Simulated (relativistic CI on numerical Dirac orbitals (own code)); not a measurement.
**Ta⁺: one ion under different settings**

How much do the settings matter for Ta⁺? One ion, several inputs.

The numbers are computed with relativistic CI on numerical Dirac orbitals (own code) version 3 (Dirac-Coulomb-Breit CI, KLI orbitals optimised for each configuration, model QED (radiative potential, 1s self-energy scaled to tabulated hydrogen-like ionisation energies), numerical settings as typed), except any that are marked as measured or tabulated.

## (1) Starting point

* ion: Ta⁺ (Ta II)
* nuclear charge: 73
* electrons: 72
* isotope: A = 181

## (2) The usual input

The run's settings:

```ini
atom Ta  Z=73  charge=1  electrons=72
nucleus A=181  rms_radius_fm=5.3507
hamiltonian dirac-coulomb  breit=on  qed=on  c_scale=1
orbitals kli  potential=per-configuration
slater_scale 1
correlation none
mixing on
grid step=0.0125 r_max=129.7
scf mixing=0.4 start=green max_iterations=150 tolerance=2e-08 node_fill=0.05
configurations
  [Xe] 4f14 5d3 6s
end
```

On the command line:

```sh
$ python run_levels.py task.json out
```

One command runs all members of the session, one after another, from task.json.

From the run's result record (rounded, not every field):

```text
{
  "status": "converged",
  "levels [i, E_cm, J2, conf, term, w_term, w_jj]": [
    [0, 0, 2, "5d3 6s", "5F", 0.9769, 0.4631],
    [1, 851.12224, 4, "5d3 6s", "5F", 0.9815, 0.6001],
    [2, 2091.4135, 6, "5d3 6s", "5F", 0.9874, 0.6552],
    [3, 3624.9885, 8, "5d3 6s", "5F", 0.9854, 0.6874],
    [4, 5338.8411, 10, "5d3 6s", "5F", 0.9664, 0.5086],
    [5, 11048.056, 2, "5d3 6s", "5P", 0.9462, 0.7024],
    [6, 11364.948, 4, "5d3 6s", "5P", 0.8916, 0.5181],
    [7, 13332.59, 6, "5d3 6s", "5P", 0.986, 0.627],
    [8, 16452.311, 6, "5d3 6s", "3G", 0.9391, 0.6708],
    [9, 16721.138, 8, "5d3 6s", "3G", 0.7794, 0.692],
    [10, 17679.649, 10, "5d3 6s", "3G", 0.6643, 0.6815],
    [11, 18114.788, 4, "5d3 6s", "3F", 0.659, 0.4868],
    [12, 19151.513, 2, "5d3 6s", "3D", 0.499, 0.523],
    [13, 19654.783, 0, "5d3 6s", "3P", 1, 0.6462],
    "... 16 more rows left out ..."
  ],
  "total_energy [Ha]": -15588.900874,
  "n_levels_all": 38,
  "overlap": 1.54186e-11,
  "scf_iterations": [14],
  "orbital_energies [Ha]": {"1s": -2469.56, "2s": -424.231, "2p1/2": -405.382, "2p3/2": -358.826, "3s": -97.4887, "3p1/2": -89.1255, "3p3/2": -79.0974, "3d3/2": -65.0019, "3d5/2": -62.8195, "4s": -20.2989, "4p1/2": -16.8471, "4p3/2": -14.5529, "4d3/2": -8.8818, "4d5/2": -8.46042, "4f5/2": -1.40775, "4f7/2": -1.33526, "5s": -3.08697, "5p1/2": -2.08962, "5p3/2": -1.77122, "5d3/2": -0.553684, "5d5/2": -0.530957, "6s": -0.585412},
  "configurations [conf, odd, states, E_av_Ha, breit_Ha, qed_Ha]": [
    ["5d3 6s", 0, 240, -15616.28368, 16.38, 11.11]
  ],
  "scf_steps of the first configuration [iteration, E_Ha, residual, outer_eigenvalue_Ha]": [
    [1, -15587.6374, 3.15, -0.8873],
    [2, -15615.18744, 0.594, -0.558],
    [3, -15616.03383, 0.282, -0.5543],
    [4, -15616.23621, 0.155, -0.5688],
    [5, -15616.27786, 0.0305, -0.5808],
    [6, -15616.2862, 0.0182, -0.5856],
    [7, -15616.28454, 0.00542, -0.5853],
    [8, -15616.28386, 0.0011, -0.5854],
    [9, -15616.28382, 0.00086, -0.5854],
    [10, -15616.28368, 1.41e-05, -0.5854],
    [11, -15616.28368, 2.47e-06, -0.5854],
    [12, -15616.28368, 1.64e-07, -0.5854],
    [13, -15616.28368, 1.45e-07, -0.5854],
    [14, -15616.28368, 1.76e-08, -0.5854]
  ]
}
```

Run time: 0.22 s. Hardware: 1 thread, shared host.

## (3) Node fill 0.2

Changes to the settings of step 2:

```diff
@@ -8,3 +8,3 @@
 grid step=0.0125 r_max=129.7
-scf mixing=0.4 start=green max_iterations=150 tolerance=2e-08 node_fill=0.05
+scf mixing=0.4 start=green max_iterations=150 tolerance=2e-08 node_fill=0.2
 configurations
```

From the record:

```text
{
  "status": "converged",
  "levels [i, E_cm, J2, conf, term, w_term]": [
    [0, 0, 2, "5d3 6s", "5F", 0.9731],
    [1, 925.89555, 4, "5d3 6s", "5F", 0.9783],
    [2, 2272.478, 6, "5d3 6s", "5F", 0.9855],
    [3, 3919.9344, 8, "5d3 6s", "5F", 0.9828],
    [4, 5735.7381, 10, "5d3 6s", "5F", 0.96],
    [5, 11057.369, 2, "5d3 6s", "5P", 0.9382],
    [6, 11350.34, 4, "5d3 6s", "5P", 0.8754],
    [7, 13521.661, 6, "5d3 6s", "5P", 0.9835],
    "... 22 more rows left out ..."
  ],
  "total_energy [Ha]": -15588.893173,
  "n_levels_all": 38,
  "overlap": 1.43679e-11,
  "scf_iterations": [13],
  "orbital_energies [Ha]": {"1s": -2468.09, "2s": -423.553, "2p1/2": -404.617, "2p3/2": -358.125, "3s": -97.224, "3p1/2": -88.8392, "3p3/2": -78.8342, "3d3/2": -64.71, "3d5/2": -62.537, "4s": -20.2256, "4p1/2": -16.7691, "4p3/2": -14.4813, "4d3/2": -8.80877, "4d5/2": -8.38967, "4f5/2": -1.35274, "4f7/2": -1.28135, "5s": -3.05807, "5p1/2": -2.06332, "5p3/2": -1.74822, "5d3/2": -0.539147, "5d5/2": -0.51712, "6s": -0.577378},
  "configurations [conf, odd, states, E_av_Ha, breit_Ha, qed_Ha]": [
    ["5d3 6s", 0, 240, -15616.24945, 16.35, 11.11]
  ],
  "scf_steps of the first configuration [iteration, E_Ha, residual, outer_eigenvalue_Ha]": [
    [1, -15587.6374, 3.22, -0.8873],
    [2, -15615.29963, 0.608, -0.5537],
    [3, -15616.01135, 0.29, -0.548],
    [4, -15616.23247, 0.159, -0.5617],
    [5, -15616.23294, 0.0342, -0.5727],
    [6, -15616.25713, 0.0193, -0.5776],
    [7, -15616.25308, 0.00902, -0.5775],
    [8, -15616.24992, 0.000986, -0.5774],
    [9, -15616.24952, 0.000179, -0.5774],
    [10, -15616.24945, 1.32e-05, -0.5774],
    [11, -15616.24945, 2.85e-07, -0.5774],
    [12, -15616.24945, 9.89e-08, -0.5774],
    [13, -15616.24945, 6.01e-09, -0.5774]
  ]
}
```

Wall time 0.24 s (1 thread, shared host).

## (4) Potential mixing 0.05

Changes to the settings of step 3:

```diff
@@ -8,3 +8,3 @@
 grid step=0.0125 r_max=129.7
-scf mixing=0.4 start=green max_iterations=150 tolerance=2e-08 node_fill=0.2
+scf mixing=0.05 start=green max_iterations=150 tolerance=2e-08 node_fill=0.05
 configurations
```

From the record:

```text
{
  "status": "converged",
  "levels [i, E_cm, J2, conf, term, w_term]": [
    [0, 0, 2, "5d3 6s", "5F", 0.9769],
    [1, 851.12223, 4, "5d3 6s", "5F", 0.9815],
    [2, 2091.4134, 6, "5d3 6s", "5F", 0.9874],
    [3, 3624.9885, 8, "5d3 6s", "5F", 0.9854],
    [4, 5338.841, 10, "5d3 6s", "5F", 0.9664],
    [5, 11048.056, 2, "5d3 6s", "5P", 0.9462],
    [6, 11364.948, 4, "5d3 6s", "5P", 0.8916],
    [7, 13332.59, 6, "5d3 6s", "5P", 0.986],
    "... 22 more rows left out ..."
  ],
  "total_energy [Ha]": -15588.900874,
  "n_levels_all": 38,
  "overlap": 1.54153e-11,
  "scf_iterations": [28],
  "orbital_energies [Ha]": {"1s": -2469.56, "2s": -424.231, "2p1/2": -405.382, "2p3/2": -358.826, "3s": -97.4887, "3p1/2": -89.1255, "3p3/2": -79.0974, "3d3/2": -65.0019, "3d5/2": -62.8195, "4s": -20.2989, "4p1/2": -16.8471, "4p3/2": -14.5529, "4d3/2": -8.8818, "4d5/2": -8.46042, "4f5/2": -1.40775, "4f7/2": -1.33526, "5s": -3.08697, "5p1/2": -2.08962, "5p3/2": -1.77122, "5d3/2": -0.553684, "5d5/2": -0.530957, "6s": -0.585412},
  "configurations [conf, odd, states, E_av_Ha, breit_Ha, qed_Ha]": [
    ["5d3 6s", 0, 240, -15616.28368, 16.38, 11.11]
  ],
  "scf_steps of the first configuration [iteration, E_Ha, residual, outer_eigenvalue_Ha]": [
    [1, -15587.6374, 3.15, -0.8873],
    [2, -15592.72979, 2.9, -0.8346],
    [3, -15612.09916, 1.43, -0.4893],
    [4, -15614.64071, 0.697, -0.5098],
    [5, -15614.36047, 0.819, -0.5064],
    [6, -15615.5738, 0.646, -0.532],
    [7, -15615.97681, 0.43, -0.5449],
    [8, -15616.21639, 0.177, -0.5665],
    [9, -15616.28333, 0.00927, -0.5827],
    [10, -15616.27821, 0.0335, -0.5803],
    ["...", "...", "...", "..."],
    [19, -15616.28367, 3.94e-05, -0.5854],
    [20, -15616.28368, 1.92e-05, -0.5854],
    [21, -15616.28368, 1.96e-05, -0.5854],
    [22, -15616.28368, 3.84e-06, -0.5854],
    [23, -15616.28368, 3.72e-06, -0.5854],
    [24, -15616.28368, 1.84e-07, -0.5854],
    [25, -15616.28368, 1.77e-07, -0.5854],
    [26, -15616.28368, 7.25e-08, -0.5854],
    [27, -15616.28368, 6.45e-08, -0.5854],
    [28, -15616.28368, 1.53e-08, -0.5854]
  ]
}
```

Wall time 0.33 s (1 thread, shared host).

## (5) Grid step 0.03, speed-of-light factor 0.8

The run's settings:

```ini
atom Ta  Z=73  charge=1  electrons=72
nucleus A=181  rms_radius_fm=5.3507
hamiltonian dirac-coulomb  breit=on  qed=on  c_scale=0.8
orbitals kli  potential=per-configuration
slater_scale 1
correlation none
mixing on
grid step=0.03 r_max=129.7
scf mixing=0.4 start=green max_iterations=150 tolerance=2e-08 node_fill=0.05
configurations
  [Xe] 4f14 5d3 6s
end
```

From the record:

```text
{
  "status": "converged",
  "levels [i, E_cm, J2, conf, term, w_term]": [
    [0, 0, 2, "5d3 6s", "5F", 0.9631],
    [1, 1164.1363, 4, "5d3 6s", "5F", 0.9701],
    [2, 2866.7192, 6, "5d3 6s", "5F", 0.9803],
    [3, 4932.2988, 8, "5d3 6s", "5F", 0.975],
    [4, 7168.4576, 10, "5d3 6s", "5F", 0.9396],
    [5, 11433.266, 2, "5d3 6s", "5P", 0.9232],
    [6, 11748.949, 4, "5d3 6s", "5P", 0.8464],
    [7, 14616.989, 6, "5d3 6s", "5P", 0.978],
    "... 22 more rows left out ..."
  ],
  "total_energy [Ha]": -16169.132872,
  "n_levels_all": 38,
  "overlap": 5.06321e-09,
  "scf_iterations": [13],
  "orbital_energies [Ha]": {"1s": -2612.79, "2s": -463.222, "2p1/2": -441.959, "2p3/2": -359.193, "3s": -106.904, "3p1/2": -97.709, "3p3/2": -79.7466, "3d3/2": -65.3164, "3d5/2": -61.8904, "4s": -22.6388, "4p1/2": -18.8651, "4p3/2": -14.7113, "4d3/2": -8.93687, "4d5/2": -8.27238, "4f5/2": -1.26478, "4f7/2": -1.15723, "5s": -3.46958, "5p1/2": -2.35498, "5p3/2": -1.76568, "5d3/2": -0.536361, "5d5/2": -0.502082, "6s": -0.618605},
  "configurations [conf, odd, states, E_av_Ha, breit_Ha, qed_Ha]": [
    ["5d3 6s", 0, 240, -16212.89547, 27.15, 16.72]
  ],
  "scf_steps of the first configuration [iteration, E_Ha, residual, outer_eigenvalue_Ha]": [
    [1, -16174.40813, 3.44, -1.016],
    [2, -16211.04581, 0.778, -0.6061],
    [3, -16212.45426, 0.376, -0.5925],
    [4, -16212.86441, 0.133, -0.6097],
    [5, -16212.88544, 0.0415, -0.613],
    [6, -16212.89871, 0.0229, -0.6193],
    [7, -16212.89706, 0.0104, -0.6191],
    [8, -16212.89545, 0.000232, -0.6186],
    [9, -16212.8955, 0.000205, -0.6186],
    [10, -16212.89547, 6.09e-06, -0.6186],
    [11, -16212.89547, 2.61e-07, -0.6186],
    [12, -16212.89547, 1.99e-07, -0.6186],
    [13, -16212.89547, 2.94e-09, -0.6186]
  ]
}
```

Wall time 0.1 s (1 thread, shared host).

A changed speed of light describes a fictitious ion. The QED potentials keep the true α.

## (6) QED terms off, iteration limit 20, end of the grid 90.79

The run's settings:

```ini
atom Ta  Z=73  charge=1  electrons=72
nucleus A=181  rms_radius_fm=5.3507
hamiltonian dirac-coulomb  breit=on  qed=off  c_scale=1
orbitals kli  potential=per-configuration
slater_scale 1
correlation none
mixing on
grid step=0.0125 r_max=90.79
scf mixing=0.4 start=green max_iterations=20 tolerance=2e-08 node_fill=0.05
configurations
  [Xe] 4f14 5d3 6s
end
```

From the record:

```text
{
  "status": "converged",
  "levels [i, E_cm, J2, conf, term, w_term]": [
    [0, 0, 2, "5d3 6s", "5F", 0.977],
    [1, 847.8973, 4, "5d3 6s", "5F", 0.9816],
    [2, 2083.5883, 6, "5d3 6s", "5F", 0.9875],
    [3, 3612.1067, 8, "5d3 6s", "5F", 0.9855],
    [4, 5321.2485, 10, "5d3 6s", "5F", 0.9666],
    [5, 11041.836, 2, "5d3 6s", "5P", 0.9465],
    [6, 11359.555, 4, "5d3 6s", "5P", 0.8922],
    [7, 13318.47, 6, "5d3 6s", "5P", 0.9861],
    "... 22 more rows left out ..."
  ],
  "total_energy [Ha]": -15600.009895,
  "n_levels_all": 38,
  "overlap": 1.54197e-11,
  "scf_iterations": [14],
  "orbital_energies [Ha]": {"1s": -2469.56, "2s": -424.231, "2p1/2": -405.382, "2p3/2": -358.826, "3s": -97.4887, "3p1/2": -89.1255, "3p3/2": -79.0974, "3d3/2": -65.0019, "3d5/2": -62.8195, "4s": -20.2989, "4p1/2": -16.8471, "4p3/2": -14.5529, "4d3/2": -8.8818, "4d5/2": -8.46042, "4f5/2": -1.40775, "4f7/2": -1.33526, "5s": -3.08697, "5p1/2": -2.08962, "5p3/2": -1.77122, "5d3/2": -0.553684, "5d5/2": -0.530957, "6s": -0.585412},
  "configurations [conf, odd, states, E_av_Ha, breit_Ha, qed_Ha]": [
    ["5d3 6s", 0, 240, -15616.28368, 16.38, 0]
  ],
  "scf_steps of the first configuration [iteration, E_Ha, residual, outer_eigenvalue_Ha]": [
    [1, -15587.6374, 3.15, -0.8873],
    [2, -15615.18744, 0.594, -0.558],
    [3, -15616.03383, 0.282, -0.5543],
    [4, -15616.23621, 0.155, -0.5688],
    [5, -15616.27786, 0.0305, -0.5808],
    [6, -15616.2862, 0.0182, -0.5856],
    [7, -15616.28454, 0.00542, -0.5853],
    [8, -15616.28386, 0.0011, -0.5854],
    [9, -15616.28382, 0.00086, -0.5854],
    [10, -15616.28368, 1.41e-05, -0.5854],
    [11, -15616.28368, 2.47e-06, -0.5854],
    [12, -15616.28368, 1.64e-07, -0.5854],
    [13, -15616.28368, 1.45e-07, -0.5854],
    [14, -15616.28368, 1.76e-08, -0.5854]
  ]
}
```

Wall time 0.17 s (1 thread, shared host).

## (7) Nuclear radius 535.07

The run's settings:

```ini
atom Ta  Z=73  charge=1  electrons=72
nucleus A=181  rms_radius_fm=535.0700
hamiltonian dirac-coulomb  breit=on  qed=on  c_scale=1
orbitals kli  potential=per-configuration
slater_scale 1
correlation none
mixing on
grid step=0.0125 r_max=129.7
scf mixing=0.4 start=green max_iterations=58 tolerance=2e-08 node_fill=0.05
configurations
  [Xe] 4f14 5d3 6s
end
```

From the record:

```text
{
  "status": "converged",
  "levels [i, E_cm, J2, conf, term, w_term]": [
    [0, 0, 2, "5d3 6s", "5F", 0.9587],
    [1, 1099.2351, 4, "5d3 6s", "5F", 0.9564],
    [2, 2764.9052, 6, "5d3 6s", "5F", 0.97],
    [3, 4750.0254, 8, "5d3 6s", "5F", 0.967],
    [4, 6829.2102, 10, "5d3 6s", "5F", 0.9271],
    [5, 10623.339, 4, "5d3 6s", "3F", 0.825],
    [6, 12009.066, 2, "5d3 6s", "5P", 0.8779],
    [7, 12207.757, 4, "5d3 6s", "5P", 0.7285],
    "... 22 more rows left out ..."
  ],
  "total_energy [Ha]": -13772.567582,
  "n_levels_all": 38,
  "overlap": 1.30763e-11,
  "scf_iterations": [13],
  "orbital_energies [Ha]": {"1s": -1737.45, "2s": -324.25, "2p1/2": -396.631, "2p3/2": -361.871, "3s": -74.9962, "3p1/2": -87.037, "3p3/2": -79.8913, "3d3/2": -66.2324, "3d5/2": -63.9895, "4s": -14.8761, "4p1/2": -16.3487, "4p3/2": -14.7344, "4d3/2": -9.12372, "4d5/2": -8.6885, "4f5/2": -1.5169, "4f7/2": -1.44012, "5s": -2.16046, "5p1/2": -1.99087, "5p3/2": -1.76548, "5d3/2": -0.516512, "5d5/2": -0.490627, "6s": -0.41445},
  "configurations [conf, odd, states, E_av_Ha, breit_Ha, qed_Ha]": [
    ["5d3 6s", 0, 240, -13787.07421, 11.39, 3.211]
  ],
  "scf_steps of the first configuration [iteration, E_Ha, residual, outer_eigenvalue_Ha]": [
    [1, -13765.50206, 2.9, -0.6599],
    [2, -13786.47095, 0.426, -0.4572],
    [3, -13786.96247, 0.146, -0.4207],
    [4, -13787.07281, 0.0798, -0.4201],
    [5, -13787.06493, 0.0467, -0.4138],
    [6, -13787.07614, 0.0185, -0.4163],
    [7, -13787.07456, 0.00245, -0.4146],
    [8, -13787.07419, 5.34e-05, -0.4145],
    [9, -13787.07423, 0.000169, -0.4145],
    [10, -13787.0742, 1.24e-05, -0.4144],
    [11, -13787.0742, 4.69e-07, -0.4144],
    [12, -13787.07421, 2.71e-08, -0.4144],
    [13, -13787.07421, 5.26e-09, -0.4144]
  ]
}
```

Wall time 0.22 s (1 thread, shared host).

This setting is unsound; the numbers are not properties of the ion.

## (8) The runs side by side

| setting | total energy less usual (Ha) | largest shift of a level among the lowest eight of both runs, same label and place (cm⁻¹) | SCF iterations | time | lowest level | kind of change |
| --- | --- | --- | --- | --- | --- | --- |
| usual | 0 | 0 | 14 | 0.22 s | 5d3 6s 5F1 | - |
| node fill 0.2 | 0.0077 | 397 | 13 | 0.24 s | 5d3 6s 5F1 | numerical |
| potential mixing 0.05 | 0 | 0 | 28 | 0.33 s | 5d3 6s 5F1 | numerical |
| grid step 0.03, speed-of-light factor 0.8 | -580 | 1830 | 13 | 0.1 s | 5d3 6s 5F1 | unphysical constant |
| QED terms off, iteration limit 20, end of the grid 90.79 | -11.1 | 17.6 | 14 | 0.17 s | 5d3 6s 5F1 | model term |
| nuclear radius 535.07 | 1.82e+03 | 1490 | 13 | 0.22 s | 5d3 6s 5F1 | unsound |

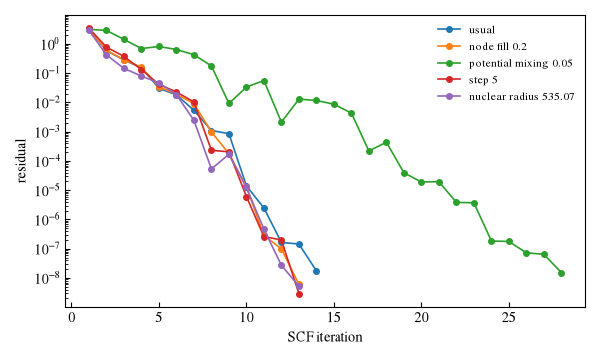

Residual of the first configuration's SCF.

## (9) Results

| quantity | value |
| --- | --- |
| lowest level, usual settings | 5d3 6s 5F1 |
| total energy | -15588.9009 Ha |
| first excitation | 851.1 cm⁻¹ |

Among the runs whose levels can be followed, they move most under «grid step 0.03, speed-of-light factor 0.8» (unphysical constant), by up to 1830 cm⁻¹. No visible change in the result comes from «potential mixing 0.05». «Potential mixing 0.05» costs 28 SCF iterations against 14. Only the listed configurations are in the model. In a near-neutral ion this small CI can misplace whole configurations by 10,000 cm⁻¹ or more, above all where the count of f electrons changes.
